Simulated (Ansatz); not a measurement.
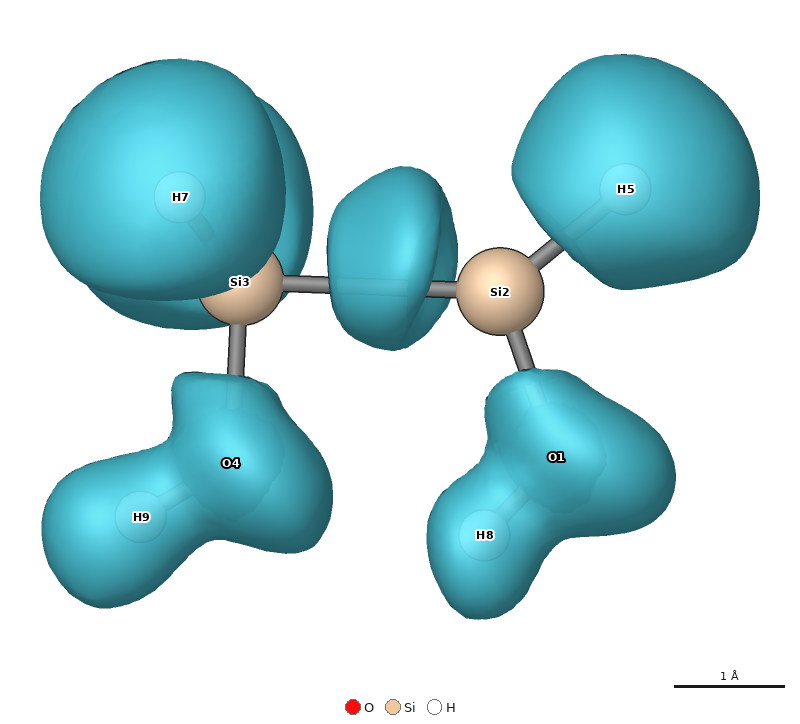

Figure. H$_{5}$O$_{2}$Si$_{2}$ (SMILES O=[SiH][SiH2][OH2+]) (charge +1). Isosurface of the electron localisation function at 0.75 (cyan), seen across its widest extent. Only the valence region is drawn (cores and ρ < 0.01 e/Å³ removed).

Computed with RKS B3LYP/def2-SVP (Ansatz).

```xyz
9

O    -1.2809   -0.0737   -1.7082
Si    0.0597    0.7124   -1.2799
Si    0.7686    0.0978    0.9229
O    -0.5187   -0.9443    1.0523
H     0.4957    1.6111   -2.3725
H     0.7252    1.3035    1.7838
H     2.1101   -0.5250    0.8284
H    -1.6694   -0.7000   -1.0670
H    -0.6903   -1.4816    1.8403
```

Describe the localisation domains.

The surface consists of one region between bonded Si–Si atoms (shared pairs), three regions around hydrogen nuclei and two joined regions spread over several atoms (H, O), in which their bonds and any lone pairs are merged. Profiles from the grid: Si–O (1.61 Å): the ELF peaks at about 0.85 between the atoms (a polar covalent bond). Si–Si (2.39 Å): the ELF peaks at about 1 between the atoms, as expected for localised, covalent bonding.
